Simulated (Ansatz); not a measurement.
# B2PLYP/def2-SVPD run of BH3O3 (boric acid)

Aim: the vertical singlet–triplet gap of BH3O3 (boric acid) at B2PLYP/def2-SVPD, from 2 runs. 

The results are computed with Ansatz 0.2.0.

54 further runs of the same task are left out: 1 that didn't finish, 53 set aside as unsound or not needed.

## 1. The molecule

BH3O3: 7 atoms, total charge 0, spin state singlet. SMILES: `OB(O)O`. Geometry: relaxed at PBE0-D4/def2-TZVP. This is a higher conformer, about 20 kJ/mol above the lowest found by a separate search.

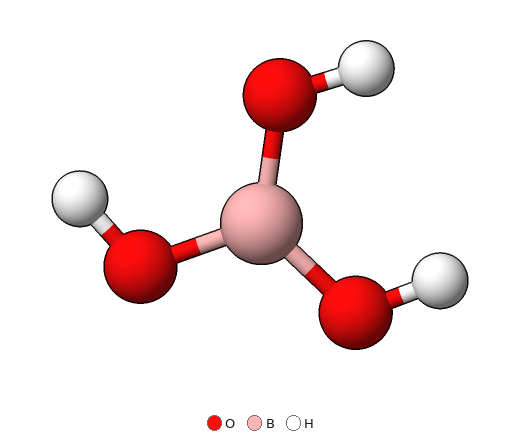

The structure, seen from a chosen angle (oxygen red, boron pink, hydrogen white).

## 2. A single-point energy at B2PLYP/def2-SVPD

job.yaml reads:

```yaml
crystal:
  periodic: [false, false, false]
  atoms:
    - {symbol: O, position_ang: [-1.109700, 0.802600, 0.321900]}
    - {symbol: B, position_ang: [-0.012200, -0.006800, 0.228700]}
    - {symbol: O, position_ang: [0.501200, -0.469300, 1.400100]}
    - {symbol: O, position_ang: [0.600700, -0.381300, -0.945400]}
    - {symbol: H, position_ang: [-1.457400, 1.118600, -0.511500]}
    - {symbol: H, position_ang: [1.266800, -1.028200, 1.254500]}
    - {symbol: H, position_ang: [0.210500, -0.035700, -1.748300]}
basis:
  gaussian:
    orbitals: def2-SVPD
accuracy: high
hamiltonian:
  xc: {name: B2PLYP}
output:
  orbitals: {seedname: orbitals}
correlation:
  frozen_orbitals: {B: 1, H: 0, O: 1}
```

Run with:

```console
ansatz run job.yaml --threads 1 --pin off --max-ram 3480MiB --events-out events.jsonl --progress --plain --runs-dir runs
```

Output:

```text
Warning: RAYON_NUM_THREADS=1 ignored (pool sized by the plan → 1); use --threads N
Functional definition: B2PLYP
  name "B2PLYP"
  parameter a = 0.53
  parameter c = 0.27
  exchange = (1 - a)*b88_x + a*exact_x
  correlation = (1 - c)*lyp_c + c*(mp2_os + mp2_ss)
2240 factors; integrals over basis functions are off by at most 3.4e-9 eV
mean field evaluation 1: about -6847.3335 eV, gradient 6.4e1 eV
mean field evaluation 2: about -6847.3344 eV, gradient 6.4e1 eV
mean field evaluation 4: about -6854.3554 eV, gradient 2.1e0 eV
mean field evaluation 8: about -6854.3656 eV, gradient 4.7e-2 eV
mean field evaluation 16: about -6854.3656 eV, gradient 3.0e-6 eV
mean field -6854.36558121 eV, -251.8932890536 hartree, gradient 7.2e-8 eV, S^2 0.000000; 0 other end points of the search recorded, 0 dependent functions left out
4 core orbitals not correlated: weight in the atoms' cores, before any rotation towards them, 1.000 or more for the frozen orbitals, at most 0.000 for the correlated occupied ones
reference -6854.36560524 eV, -251.8932899367 hartree; 12, 12 occupied and 97, 97 virtual orbitals, 2240 factors
second order -22.10973024 eV of doubles, -0.00000000 eV of singles
Total energy: -6860.33523241 eV, -252.1126696887 hartree
```

Wall time 11 s (1 thread of Arm Neoverse V1, shared host); peak memory 0.35 GiB.

## 3. The triplet

in.yaml reads:

```yaml
crystal:
  periodic: [false, false, false]
  atoms:
    - symbol: O
      position_ang: [-1.109700, 0.802600, 0.321900]
    - symbol: B
      position_ang: [-0.012200, -0.006800, 0.228700]
    - symbol: O
      position_ang: [0.501200, -0.469300, 1.400100]
    - symbol: O
      position_ang: [0.600700, -0.381300, -0.945400]
    - symbol: H
      position_ang: [-1.457400, 1.118600, -0.511500]
    - symbol: H
      position_ang: [1.266800, -1.028200, 1.254500]
    - symbol: H
      position_ang: [0.210500, -0.035700, -1.748300]
basis:
  gaussian:
    orbitals: def2-SVPD
hamiltonian:
  xc: {name: B2PLYP}
magnetization:
  spin_polarized: true
  initial_magnetization: 2
correlation:
  frozen_orbitals: {B: 1, H: 0, O: 1}
accuracy: high
output: {orbitals: {seedname: orbitals}}
```

Run with:

```console
ansatz run in.yaml --threads 1 --pin off --max-ram 3480MiB --events-out events.jsonl --progress --plain --runs-dir runs
```

Output (excerpt; [...] marks lines left out):

```text
Warning: RAYON_NUM_THREADS=1 ignored (pool sized by the plan → 1); use --threads N
[... 2 set-up lines as earlier in the session ...]
[...]
2240 factors; integrals over basis functions are off by at most 3.4e-9 eV
[...]
mean field -6846.72549866 eV, -251.6125211984 hartree, gradient 2.7e-8 eV, S^2 2.009098; 10 other end points of the search recorded, 0 dependent functions left out
4 core orbitals not correlated: weight in the atoms' cores, before any rotation towards them, 1.000 or more for the frozen orbitals, at most 0.000 for the correlated occupied ones
reference -6846.72551910 eV, -251.6125219498 hartree; 13, 11 occupied and 96, 98 virtual orbitals, 2240 factors
second order -21.30230034 eV of doubles, -0.00000000 eV of singles
Total energy: -6852.47714019 eV, -251.8238901263 hartree
```

Wall time 59 s (1 thread of Arm Neoverse V1, shared host); peak memory 0.47 GiB.

## 4. Outcome

Level: B2PLYP/def2-SVPD, 4 core orbitals frozen.

| quantity | value |
| --- | --- |
| singlet: total energy | -252.11267 Eh |
| singlet: HOMO energy (SCF part's orbitals) | -10.99 eV |
| singlet: LUMO energy (SCF part's orbitals) | 0.18 eV |
| singlet: HOMO–LUMO gap (SCF part's orbitals) | 11.17 eV |
| triplet: total energy | -251.82389 Eh |
| triplet: HOMO energy (SCF part's orbitals) (highest over α and β) | -3.44 eV |
| triplet: ⟨S²⟩ | 2.009 |
| vertical energy of the triplet above the singlet | 7.858 eV |

In words: At this shape the triplet lies 7.86 eV (181 kcal/mol) above the singlet.
